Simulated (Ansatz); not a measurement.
**BeNi (Pm-3m): phonons and vibrational spectra**

How does BeNi (Pm-3m) vibrate, and is this structure a minimum?

Main program and level: Ansatz 0.2.0; DFT PBEsol, scalar-relativistic, plane waves, PAW; PAW set soft_1.

## 1. Set-up

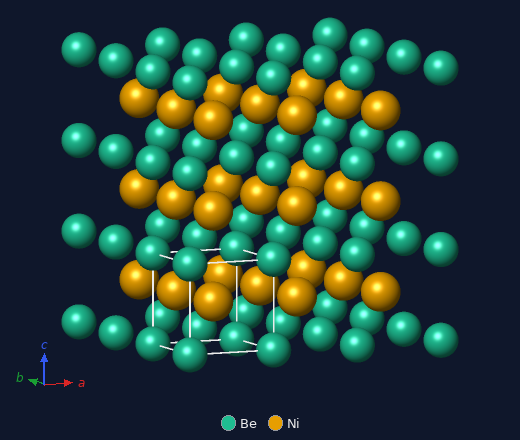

The starting structure, seen slightly off an axis (beryllium teal, nickel orange). 3×3×3 cells are drawn. Some periodic images of atoms are drawn too.

## 2. Bringing the structure to rest

Harmonic phonons are second derivatives at a point where the forces vanish, and they are wanted at zero stress, so atoms and cell are relaxed first.

Contents of input.yaml:

```yaml
crystal:
  lattice:
    - [2.58699959, 0.0, 0.0]
    - [0.0, 2.58699959, 0.0]
    - [0.0, 0.0, 2.58699959]
  atoms:
    - { symbol: Be, position: [0.0, 0.0, 0.0] }
    - { symbol: Ni, position: [0.5, 0.5, 0.5] }
kpoints:
  mp_grid: { grid: [16, 16, 16] }
hamiltonian:
  xc: pbesol
  pseudopotentials: { kind: paw, azcp: { folder: soft_1 }, xc_functional: pbe }
scf:
  occupations: { method: gaussian, width: 0.1 }
output:
  forces: true
  stress: true
  eigenvalues: true
relax:
  adjacent_minimum: "off"
  f_tol: 0.005
  max_steps: 80
  cell: { stress_tol: 0.05 }
```

On the command line:

```
$ ansatz run input.yaml --threads 4 --pin off --max-ram 10240MiB --backend cpu --events-out ev --progress --plain --runs-dir out
```

Numbers of over 12 decimals in the logs are rounded to 6 here.

Log:

```text
Engine: ansatz 0.2.0, aarch64-unknown-linux-gnu
Pseudopotentials: kind: paw
Pseudopotential: Be, paw, valence charge 2, recommended cutoff 420 eV (normal), soft_1/Be.paw.azcp
Pseudopotential: Ni, paw, valence charge 18, recommended cutoff 420 eV (normal), soft_1/Ni.paw.azcp
Functional definition: PBEsol
  exchange = pbesol_x
  correlation = pbesol_c
Crystal: 2 atoms, lattice volume = 17.314 Å³
Basis set: ecut = 420 eV, 341 PW (Γ), exchange–correlation on 36×36×36 points (8 copies of the dense FFT grid, shifted against one another)
Bands: 14, of which v1, the nominal top of the filled ones, is band 10 counted from 1 (9 counted from 0)
Symmetry: 48 space group operations
Space group: Pm-3m (ITA 221), of the structure as read, at distance tolerance 2.6e-5 Å
k-points: 165 of 4096
Non-local potential: Be, projectors of the file, l = 0: 2, l = 1: 2, l = 2: 1
Non-local potential: Ni, projectors of the file, l = 0: 3, l = 1: 2, l = 2: 3, l = 3: 1
PAW form: soft (Blöchl's): semilocal exchange-correlation on the pseudo side does not see the compensation charge
PAW frozen core: Be, regenerated for the run's functional, and the local potential with it (the file was generated under x = pbe(κ = 0.804, μ = 0.219515), c = pbe(β = 0.066725))
PAW frozen core: Ni, regenerated for the run's functional, and the local potential with it (the file was generated under x = pbe(κ = 0.804, μ = 0.219515), c = pbe(β = 0.066725))
PAW one-centre angular grid: Be, 110 points (default); XC on 64 Gauss nodes
PAW one-centre angular grid: Ni, 590 points (default); XC on 64 Gauss nodes
Initial density: superposition of atomic densities (chi_scale 0.1, normalization cell, long waves kept (reshape's long-wave potential 0.00 eV rms))
Initial wavefunctions: pseudopotential atomic-orbital guess
Functional: x = pbesol(κ = 0.804, μ = 0.123457), c = pbesol(β = 0.046)
SCF iter   1: F=—  HF=-5896.360382 eV  |F-HF|=—  |Δ(HF+E_count)|=         —  Δρ=3.12e-2  dr2=8.00e-2  ethr=3.10e-3  ⟨swp⟩=4.4  Hψ=11294  notcnv=0
preconditioner: auto → none  [metal: Δε(μ)=0.016 eV  Ē_g=10.603 eV  σ=0.100 eV  W_gap=0.09  n_scr=6 (ndim 8)  ℏωp=30.9 eV  f_vac=0.000  D(μ)=0.96/eV (n_scr^D=6)  sad-step TF]
SCF iter   2: F=—  HF=-5896.323295 eV  |F-HF|=—  |Δ(HF+E_count)|=   3.71e-2  Δρ=1.51e-2  dr2=1.89e-2  ethr=4.00e-4  ⟨swp⟩=1.3  Hψ=3707  notcnv=0
SCF iter   3: F=—  HF=-5896.313983 eV  |F-HF|=—  |Δ(HF+E_count)|=   9.31e-3  Δρ=1.04e-3  dr2=4.38e-5  ethr=9.45e-5  ⟨swp⟩=2.2  Hψ=3444  notcnv=0  defer=2
SCF iter   4: F=—  HF=-5896.314104 eV  |F-HF|=—  |Δ(HF+E_count)|=   1.21e-4  Δρ=1.99e-4  dr2=6.17e-6  ethr=2.19e-7  ⟨swp⟩=2.0  Hψ=3949  notcnv=0  defer=2
SCF iter   5: F=—  HF=-5896.314076 eV  |F-HF|=—  |Δ(HF+E_count)|=   2.85e-5  Δρ=6.97e-5  dr2=4.08e-7  ethr=3.08e-8  ⟨swp⟩=1.9  Hψ=2791  notcnv=0  defer=2
SCF iter   6: F=-5896.314076 eV  HF=-5896.314076 eV  |F-HF|=3.98e-9  |Δ(HF+E_count)|=   3.81e-8  Δρ=7.39e-6  dr2=6.89e-9  ethr=5.00e-10  ⟨swp⟩=5.2  Hψ=9947  notcnv=0
SCF 1 converged in 6 iterations: F = -5896.314076 eV  dr2 = 6.89e-9
  greatest PAW one-centre occupation: 1.000 electrons in one spin orbital (limit 2), on the Ni atom at site 1 (counted from 0), in its partial waves of l = 1
relax step   1: F+E_penalty+E_count = -5896.31407562 eV  Δ(F+E_penalty+E_count) = +0.000e0 eV  max|allowed force component| = 2.498e-29 eV/Å  Δτ_max = 0.0000 Å  P = -0.885 GPa  Ω = 17.314 Å³  (6 SCF iters, dr2 threshold 1.00e-7 eV, accepted)
Crystal: 2 atoms, lattice volume = 17.277 Å³
Initial density: handed on by an earlier stage of this run
Initial wavefunctions: those handed on with the density
iter 1 solved again at ethr=4.03e-7 eV; its pass at ethr=3.10e-3 eV (dr2=8.05e-5 eV) is discarded
SCF iter   1: F=—  HF=-5896.314279 eV  |F-HF|=—  |Δ(HF+E_count)|=         —  Δρ=8.00e-4  dr2=8.04e-5  ethr=4.03e-7  ⟨swp⟩=2.1  Hψ=12872  notcnv=0
preconditioner: auto → none  [metal: Δε(μ)=0.001 eV  Ē_g=10.701 eV  σ=0.100 eV  W_gap=0.00  n_scr=6 (ndim 8)  ℏωp=30.9 eV  f_vac=0.000  D(μ)=0.99/eV (n_scr^D=6)]
SCF iter   2: F=—  HF=-5896.314242 eV  |F-HF|=—  |Δ(HF+E_count)|=   3.75e-5  Δρ=1.54e-4  dr2=3.80e-6  ethr=4.02e-7  ⟨swp⟩=1.0  Hψ=2311  notcnv=0
iter 3 did not close the SCF: its close was put off for the readings that it lacked (scf_convergence_deferred on its scf_iter line)
SCF iter   3: F=-5896.314241 eV  HF=-5896.314241 eV  |F-HF|=1.87e-8  |Δ(HF+E_count)|=   5.40e-7  Δρ=1.83e-5  dr2=3.63e-8  ethr=1.90e-8  ⟨swp⟩=1.1  Hψ=2362  notcnv=0
iter 4 did not close the SCF: its close was put off for the readings that it lacked (scf_convergence_deferred on its scf_iter line)
SCF iter   4: F=-5896.314241 eV  HF=-5896.314241 eV  |F-HF|=9.04e-10  |Δ(HF+E_count)|=   8.52e-9  Δρ=4.49e-6  dr2=4.24e-10  ethr=1.82e-10  ⟨swp⟩=2.2  Hψ=3529  notcnv=0
iter 5 did not close the SCF: its close was put off for the readings that it lacked (scf_convergence_deferred on its scf_iter line)
SCF iter   5: F=-5896.314241 eV  HF=-5896.314241 eV  |F-HF|=1.00e-11  |Δ(HF+E_count)|=  9.54e-10  Δρ=2.59e-7  dr2=1.12e-11  ethr=2.12e-12  ⟨swp⟩=2.4  Hψ=3363  notcnv=0
SCF iter   6: F=-5896.314241 eV  HF=-5896.314241 eV  |F-HF|=1.82e-12  |Δ(HF+E_count)|=  9.09e-13  Δρ=2.15e-8  dr2=5.72e-14  ethr=1.00e-12  ⟨swp⟩=1.0  Hψ=5292  notcnv=0
SCF 2 converged in 6 iterations: F = -5896.314241 eV  dr2 = 5.72e-14
relax step   2: F+E_penalty+E_count = -5896.31424140 eV  Δ(F+E_penalty+E_count) = -1.658e-4 eV  max|allowed force component| = 3.997e-29 eV/Å  Δτ_max = 0.0000 Å  P = -0.470 GPa  Ω = 17.277 Å³  energy of the carried Pulay correction = +1.001e-5 eV  (6 SCF iters, dr2 threshold 2.00e-7 eV, accepted)
Crystal: 2 atoms, lattice volume = 17.235 Å³
iter 1 solved again at ethr=5.01e-7 eV; its pass at ethr=3.10e-3 eV (dr2=1.00e-4 eV) is discarded
SCF iter   1: F=—  HF=-5896.314354 eV  |F-HF|=—  |Δ(HF+E_count)|=         —  Δρ=8.94e-4  dr2=1.00e-4  ethr=5.01e-7  ⟨swp⟩=2.1  Hψ=12854  notcnv=0
preconditioner: auto → none  [metal: Δε(μ)=0.004 eV  Ē_g=10.718 eV  σ=0.100 eV  W_gap=0.02  n_scr=6 (ndim 8)  ℏωp=31.0 eV  f_vac=0.000  D(μ)=0.98/eV (n_scr^D=6)]
SCF iter   2: F=—  HF=-5896.314314 eV  |F-HF|=—  |Δ(HF+E_count)|=   4.00e-5  Δρ=1.70e-4  dr2=4.62e-6  ethr=5.00e-7  ⟨swp⟩=1.0  Hψ=2311  notcnv=0
iter 3 did not close the SCF: its close was put off for the readings that it lacked (scf_convergence_deferred on its scf_iter line)
SCF iter   3: F=-5896.314313 eV  HF=-5896.314313 eV  |F-HF|=2.24e-8  |Δ(HF+E_count)|=   6.44e-7  Δρ=2.06e-5  dr2=4.47e-8  ethr=2.31e-8  ⟨swp⟩=1.1  Hψ=2378  notcnv=0
iter 4 did not close the SCF: its close was put off for the readings that it lacked (scf_convergence_deferred on its scf_iter line)
SCF iter   4: F=-5896.314313 eV  HF=-5896.314313 eV  |F-HF|=1.10e-9  |Δ(HF+E_count)|=   1.15e-8  Δρ=5.02e-6  dr2=5.56e-10  ethr=2.24e-10  ⟨swp⟩=2.2  Hψ=3539  notcnv=0
iter 5 did not close the SCF: its close was put off for the readings that it lacked (scf_convergence_deferred on its scf_iter line)
SCF iter   5: F=-5896.314313 eV  HF=-5896.314313 eV  |F-HF|=5.46e-12  |Δ(HF+E_count)|=   1.15e-9  Δρ=2.56e-7  dr2=9.98e-12  ethr=2.78e-12  ⟨swp⟩=2.3  Hψ=3338  notcnv=0
SCF iter   6: F=-5896.314313 eV  HF=-5896.314313 eV  |F-HF|=9.09e-13  |Δ(HF+E_count)|=  2.73e-12  Δρ=2.31e-8  dr2=6.93e-14  ethr=1.00e-12  ⟨swp⟩=1.0  Hψ=5294  notcnv=0
SCF 3 converged in 6 iterations: F = -5896.314313 eV  dr2 = 6.93e-14
relax step   3: F+E_penalty+E_count = -5896.31431316 eV  Δ(F+E_penalty+E_count) = -7.176e-5 eV  max|allowed force component| = 3.484e-30 eV/Å  Δτ_max = 0.0000 Å  P = +0.003 GPa  Ω = 17.235 Å³  energy of the carried Pulay correction = +2.128e-5 eV  (6 SCF iters, dr2 threshold 2.00e-7 eV, accepted)
Initial wavefunctions: pseudopotential atomic-orbital guess (no wavefunctions were taken with the density)
iter 1 solved again at ethr=3.44e-8 eV; its pass at ethr=3.10e-3 eV (dr2=6.89e-6 eV) is discarded
SCF iter   1: F=—  HF=-5896.314298 eV  |F-HF|=—  |Δ(HF+E_count)|=         —  Δρ=5.45e-6  dr2=1.28e-9  ethr=3.44e-8  ⟨swp⟩=3.1  Hψ=18058  notcnv=0
preconditioner: auto → none  [metal: Δε(μ)=0.001 eV  Ē_g=10.725 eV  σ=0.100 eV  W_gap=0.00  n_scr=6 (ndim 8)  ℏωp=31.0 eV  f_vac=0.000  D(μ)=0.99/eV (n_scr^D=6)]
SCF iter   2: F=—  HF=-5896.314289 eV  |F-HF|=—  |Δ(HF+E_count)|=   8.88e-6  Δρ=4.35e-6  dr2=1.83e-9  ethr=6.41e-12  ⟨swp⟩=2.7  Hψ=4606  notcnv=0
SCF iter   3: F=—  HF=-5896.314289 eV  |F-HF|=—  |Δ(HF+E_count)|=  1.27e-11  Δρ=7.15e-7  dr2=1.56e-11  ethr=6.41e-12  ⟨swp⟩=1.1  Hψ=2335  notcnv=0
iter 4 did not close the SCF: its close was put off for the readings that it lacked (scf_convergence_deferred on its scf_iter line)
SCF iter   4: F=-5896.314289 eV  HF=-5896.314289 eV  |F-HF|=5.46e-12  |Δ(HF+E_count)|=  1.91e-11  Δρ=2.00e-7  dr2=5.13e-12  ethr=1.00e-12  ⟨swp⟩=1.0  Hψ=2310  notcnv=0
iter 5 did not close the SCF: its close was put off for the readings that it lacked (scf_convergence_deferred on its scf_iter line)
SCF iter   5: F=-5896.314289 eV  HF=-5896.314289 eV  |F-HF|=1.82e-12  |Δ(HF+E_count)|=    0.00e0  Δρ=5.90e-8  dr2=4.29e-13  ethr=1.00e-12  ⟨swp⟩=1.0  Hψ=2310  notcnv=0
iter 6 did not close the SCF: its close was put off for the readings that it lacked (scf_convergence_deferred on its scf_iter line)
SCF iter   6: F=-5896.314289 eV  HF=-5896.314289 eV  |F-HF|=1.82e-12  |Δ(HF+E_count)|=  9.09e-13  Δρ=9.88e-9  dr2=1.34e-14  ethr=1.00e-12  ⟨swp⟩=1.0  Hψ=2310  notcnv=0
iter 7 did not close the SCF: its close was put off for the readings that it lacked (scf_convergence_deferred on its scf_iter line)
SCF iter   7: F=-5896.314289 eV  HF=-5896.314289 eV  |F-HF|=9.09e-13  |Δ(HF+E_count)|=  1.82e-12  Δρ=3.89e-10  dr2=2.83e-17  ethr=1.00e-12  ⟨swp⟩=1.0  Hψ=2310  notcnv=0
SCF iter   8: F=-5896.314289 eV  HF=-5896.314289 eV  |F-HF|=9.09e-13  |Δ(HF+E_count)|=    0.00e0  Δρ=2.62e-11  dr2=2.28e-20  ethr=1.00e-12  ⟨swp⟩=2.0  Hψ=6268  notcnv=0
SCF 4 converged in 8 iterations: F = -5896.314289 eV  dr2 = 2.28e-20
relax step   4: F+E_penalty+E_count = -5896.31428916 eV  Δ(F+E_penalty+E_count) = +2.400e-5 eV  max|allowed force component| = 5.251e-30 eV/Å  Δτ_max = 0.0000 Å  P = +0.003 GPa  Ω = 17.235 Å³  stress off target by 2.68e-3 GPa  SCF on the basis re-selected at this cell (its energy is not comparable with the rows above)  (8 SCF iters)
basis re-selected at this cell: Δ(F+E_penalty+E_count) = +2.400e-5 eV, ΔP = +0.000 GPa vs the last step (what re-selecting the basis moved, of the pressure what is left beyond the Pulay correction that the steps carried, after the strain that the cell walked since its last selection, with what the two solves' SCF thresholds leave and, on support functions, any second-order correction that the steps lacked; it is no m [...]
SCF converged after 8 iterations
Free energy (F): -5896.314289 eV
Harris-Foulkes:  -5896.314289 eV  (|F-HF|=9.09e-13)
Internal energy: -5896.309357 eV  (E = F + TS)
E sigma→0 (E₀):  -5896.311823 eV
Entropy (-TS):   -0.004932 eV (-2.466 meV/atom)
Fermi energy:    15.126600 eV
--- Per-component energies (eV) ---
  E_band       = -326.106759
  E_kinetic    = 364.693245
  E_local      = -3350.471524  (includes V_loc(G=0)·N_el)
  E_nonlocal   = -112.918446
  E_hartree    = 1769.057302
  E_xc         = -133.998019
  E_vxc        = -168.208919  (∫ρ·V_xc dr)
  E_paw        = -1678.003057  (= ΣΔE_a)
  E_vpaw       = -597.316668  (= ΣTr[D̂ρ^β])
  E_aug_tail   = 0.000949  (compensation charges beyond the density's cutoff)
  E_ewald      = -2754.876629
  E_core_change = 0.206821  (= ΣΔE_core)
  E_smearing   = -0.004932  (= −TS)
  E_closure    = 0.000000  (closes the sum)
  Σ components = -5896.314289   (vs F -5896.314289, Δ=0.00e0)
--- Forces (eV/Å), atoms counted from 1 ---
  atom   1  Be     0.00000000     0.00000000     0.00000000
  atom   2  Ni     0.00000000     0.00000000    -0.00000000
  max |Σ_I F_I| component: 1.05e-29 eV/Å
--- Stress (GPa, compression-positive) ---
        0.002685       0.000000      -0.000000
        0.000000       0.002685      -0.000000
       -0.000000      -0.000000       0.002685
  P = ⅓ Tr σ = 0.0027 GPa (0.027 kbar)
--- Band table (eV; the first three rows and the last of 165) ---
  k-point 0: bands = [... 6 lower, 11.4198, 13.7904, 13.7904, 13.7904, 22.0944, 22.0944, 22.0944, 29.4353]
  k-point 1: bands = [... 6 lower, 11.4358, 13.7415, 13.7415, 13.7937, 21.5904, 22.2223, 22.2223, 29.4529]
  k-point 2: bands = [... 6 lower, 11.4817, 13.6070, 13.6070, 13.8032, 20.4196, 22.5934, 22.5934, 29.5059]
  k-point 164: bands = [... 6 lower, 10.3719, 14.4216, 14.4216, 20.7846, 20.7846, 20.7846, 21.2983, 21.2983]
--- Relaxed structure (3 steps of the walk, 3 accepted, 1 SCFs on fresh bases) ---
  F+E_penalty+E_count = -5896.31428916 eV   max|allowed force component| = 5.251e-30 eV/Å   (the final SCF, on the basis selected at the relaxed cell)
  cell:  # Å, volume = 17.2354 Å³
    - [2.583096, 0, 0]
    - [0, 2.583096, 0]
    - [0, 0, 2.583096]
  atoms:
    - { symbol: Be, position: [0, 0, 0] }
    - { symbol: Ni, position: [0.5, 0.5, 0.5] }
```

Elapsed: 2.8 s, on 4 threads of Arm Neoverse V2, shared host; peak memory 0.34 GiB; 9.5 s of CPU time.

This run has no spin polarisation, although Ni can carry a moment.

Step by step:

```tsv
step	energy less that of the first step (eV)	largest force component (eV/Å)	pressure (GPa)	volume (Å³)
1	0.0000	0.0000	-0.89	17.31
2	-0.0002	0.0000	-0.47	17.28
3	-0.0002	0.0000	0.00	17.24
4*	-0.0002	0.0000	0.00	17.24
```

Relaxation steps marked * repeat the geometry before them on a plane-wave basis chosen anew for their cell, so energy and pressure can jump there.

The run keeps the 48 symmetry operations that it works with, so distortions that break them were not tested.

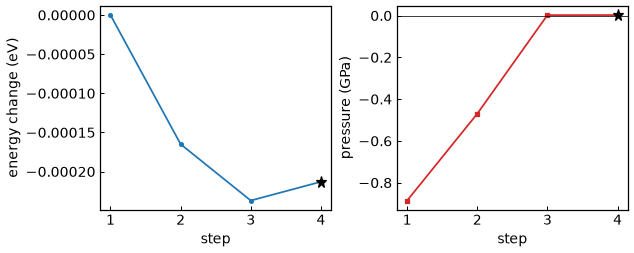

Energy and pressure along the relaxation. Stars mark steps on a basis chosen anew.

```tsv
conventional cell, symmetrised	before	after	change
a (Å)	2.587	2.583	-0.2 %
b (Å)	2.587	2.583	-0.2 %
c (Å)	2.587	2.583	-0.2 %
volume (Å³/atom)	8.66	8.62	-0.5 %
```

Final coordinates:

```xyz
2
Lattice="2.5831 0.0000 0.0000 0.0000 2.5831 0.0000 0.0000 0.0000 2.5831" Properties=species:S:1:pos:R:3 pbc="T T T"
Be    0.0000    0.0000    0.0000
Ni    1.2915    1.2915    1.2915
```

Numbers from this step:

| Item | Value |
| --- | --- |
| pressure | 0.002685 GPa |
| volume per atom | 8.618 Å³ |
| gap on the k-mesh | 0 eV |

In this step the volume went from 8.66 to 8.62 Å³/atom.

## 3. Tight relaxation

Phonons need a cell at rest on their own settings, so the relaxation is repeated with tight tolerances on forces and stress on the k mesh and occupations of the first response run.

input.yaml, the sections that differ from step 2:

```yaml
crystal:
  lattice:
    - [2.5830957582, 0.0, 0.0]
    - [0.0, 2.5830957582, 0.0]
    - [0.0, 0.0, 2.5830957582]
  atoms:
    - { symbol: Be, position: [0.0, 0.0, 0.0] }
    - { symbol: Ni, position: [0.5, 0.5, 0.5] }
scf:
  occupations: { method: methfessel_paxton, width: 0.2 }
relax:
  adjacent_minimum: "off"
  f_tol: 0.001
  max_steps: 60
  cell: { stress_tol: 0.01 }
# kpoints, hamiltonian, output: as in step 2
```

Log:

```text
[...]
Crystal: 2 atoms, lattice volume = 17.235 Å³
Basis set: ecut = 420 eV, 341 PW (Γ), exchange–correlation on 36×36×36 points (8 copies of the dense FFT grid, shifted against one another)
Bands: 14, of which v1, the nominal top of the filled ones, is band 10 counted from 1 (9 counted from 0)
Symmetry: 48 space group operations
[...]
k-points: 165 of 4096
[...]
k-point 164: bands = [... 6 lower, 10.3728, 14.4234, 14.4234, 20.7853, 20.7853, 20.7853, 21.2992, 21.2992]
--- Relaxed structure (2 steps of the walk, 2 accepted, 1 SCFs on fresh bases) ---
[...]
cell:  # Å, volume = 17.2350 Å³
    - [2.583075, 0, 0.0]
    - [0, 2.583075, 0.0]
    - [0.0, 0.0, 2.583075]
  atoms:
    - { symbol: Be, position: [0.0, 0.0, 0] }
    - { symbol: Ni, position: [0.5, 0.5, 0.5] }
[key lines of the parts left out:]
SCF converged after 8 iterations
Free energy (F): -5896.312109 eV
Fermi energy:    15.136185 eV
P = ⅓ Tr σ = -0.0041 GPa (-0.041 kbar)
```

Elapsed: 2.1 s, on 4 threads; peak memory 0.34 GiB.

Little changed from the start: no atom moved by 0.005 Å and no cell edge by 0.1 %.

This step gave:

```
pressure        : -0.004056 GPa
volume per atom : 8.617 Å³
```

The forces vanish by symmetry and the pressure is -0.004 GPa, within the tolerances set. The cell now holds 8.62 Å³/atom.

(Continued in part 2 of 2.)

[Logs are printed without paths, hosts, clocks, repeated set-up lines and the standing remarks that a program may print on its own settings, such as how far it seeks lower states.]

[Hosts, paths, dates, database ids (printed as entryN), source tags and the programs' standing remarks are cut or masked in the printed files.]
